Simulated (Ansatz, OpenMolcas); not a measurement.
## Exact exchange and the HOMO–LUMO gap of H2O2 (hydrogen peroxide)

The species is H2O2 (4 atoms), meant as a singlet with charge 0. SMILES: `OO`. The shape is that of a PBE0-D4/def2-TZVP optimisation.

The HOMO–LUMO gap y, in eV, basis def2-TZVPP; a is the functional's share of exact exchange. Programs: Ansatz 0.2.0, OpenMolcas 26.06.

| functional | program | a | y (eV) |
| --- | --- | --- | --- |
| TPSS | OpenMolcas | 0 | 5.89 |
| PBE | Ansatz | 0 | 5.50 |
| B3LYP | Ansatz | 0.2 | 8.12 |
| PBE0 | Ansatz | 0.25 | ? |
| r2SCAN0 | Ansatz | 0.25 | 9.50 |
| BHLYP | Ansatz | 0.5 | 11.60 |

**Question.** Fit y = c + s·a to the known rows and predict PBE0.

**Answer.** 
1. Means of the 5 rows: a = 0.1900, y = 8.122.
2. Σ(Δa)² = 0.172, Σ(Δa·Δy) = 2.0831, so the slope is 2.0831/0.172 = 12.111.
3. Intercept: 8.122 − (12.111) × 0.1900 = 5.821. The largest residual of the fit is 0.65.
4. PBE0: 5.821 + (12.111) × 0.25 = 8.85 eV.

The run gave 8.85 eV, so the prediction is off by 0.00 eV: they agree to the digits shown. Exact exchange lowers occupied levels and raises empty ones.

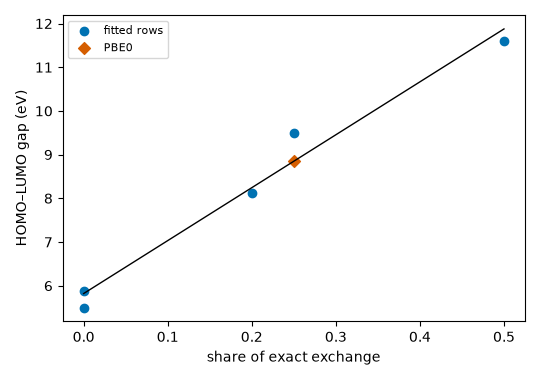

The fitted line, with the withheld row.
